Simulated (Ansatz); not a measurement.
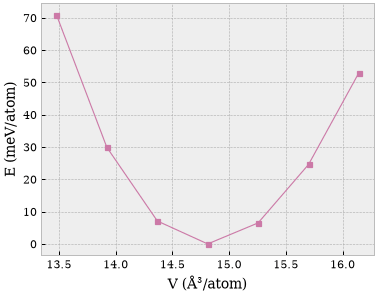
ZrB (rock salt, Fm-3m) under volume change, r²SCAN (plane waves, PAW; program Ansatz), scaled uniformly.

Task: What does a third-order Birch–Murnaghan fit give for V₀, B₀ and B′?

Result: V₀ = 14.81 Å³/atom, B₀ = 163 GPa, B′ = 3.8.

The workflow started from an entry of the Crystallography Open Database (COD). Whether it is the stable phase at ambient conditions was not checked. The cell was relaxed with r²SCAN under the symmetry of its start; whether a distortion lowers the energy is not shown. The run is not spin-polarised. The volume moved by 18 % from the start of the relaxation.

Potentials: the later of the program's two PAW sets.
